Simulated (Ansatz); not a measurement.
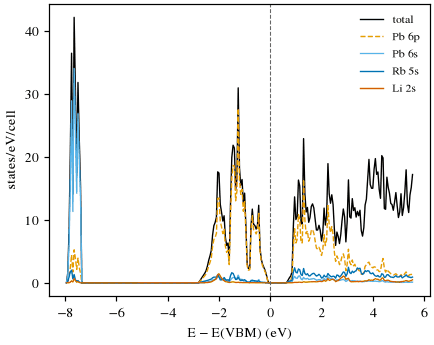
Total and projected density of states of Rb3LiPb4 in space group Cmcm (No. 63; Pearson symbol oS32), r²SCAN (plane waves, PAW; program Ansatz)

Problem. Which orbitals carry the states next to the gap?

Solution. Top 1 eV of the valence band: Pb 6p 91 %. Bottom 1 eV of the conduction band: Pb 6p 67 %, Rb 5s 14 %, Pb 6s 6 %, outside the projected shells 12 %. Projections are on Löwdin-orthogonalised atomic valence shells; empty p or d shells of many metals are not among them.

Problem. Where is the tallest occupied peak in this window, and what makes it?

Solution. Near -7.6 eV, about 42 states/eV per cell; the largest projected share is Pb 6s.

The workflow started from a Materials Project entry (that database holds measured and hypothetical structures alike); the Crystallography Open Database copy checked does not list it. Its standing as an ambient phase is unchecked. The r²SCAN relaxation kept the symmetry of its start; whether a distortion lowers the energy is not shown. Spin–orbit coupling is left out wherever it is not named.

Potentials: the later of the program's two PAW sets.
